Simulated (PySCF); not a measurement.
# C7H8O2: the cost of one run

Computed with PySCF 2.14.0 and routines of our own; the level stands in each step. Atoms count from 0.

## (1) The starting structure

17 atoms, charge 0, multiplicity 1; geometry from: GFN2-xTB.

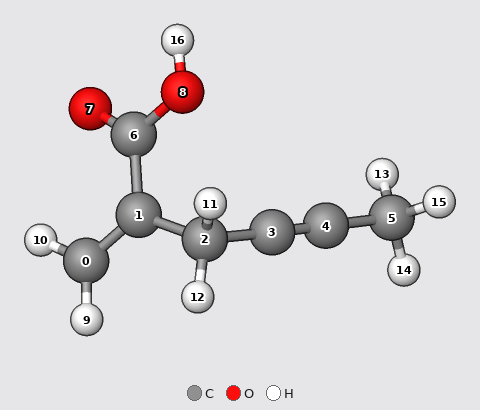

The starting geometry (carbon grey, oxygen red, hydrogen white).

## (2) Magnetic properties: GIAO B3LYP/pcSseg-1

Job settings and geometry (Å):

```
{"job": {"kind": "mag", "xc": "B3LYP", "basis": "pcSseg-1", "isotopologues": 0}, "charge": 0, "multiplicity": 1}
C     -1.821848    -1.824730    -0.524926
C     -1.391760    -0.669660    -0.028323
C     -0.494220    -0.551079     1.172795
C      0.818197    -0.089602     0.748739
C      1.880561     0.292770     0.348626
C      3.170233     0.760728    -0.110600
C     -1.785225     0.589183    -0.709681
O     -2.338332     0.649156    -1.779549
O     -1.478335     1.688364    -0.005178
H     -1.567665    -2.770727    -0.078247
H     -2.446850    -1.841823    -1.401815
H     -0.909997     0.172917     1.879010
H     -0.401709    -1.521640     1.666089
H      3.048423     1.332685    -1.030216
H      3.829456    -0.084891    -0.305201
H      3.626050     1.399849     0.645049
H     -1.743977     2.480530    -0.496483
```

Method: GIAO B3LYP/pcSseg-1 magnetisability, rotational g tensor and spin-rotation constants, non-relativistic, gas phase.

The run is started by

```
> OMP_NUM_THREADS=1 python excited_run.py task.json out
```

This one command runs all jobs of the session in turn.

Q: Estimate the wall time and peak memory of this first job on 1 thread of Arm Neoverse N1, shared host.

About 64 s, with a peak of 0.86 GiB.
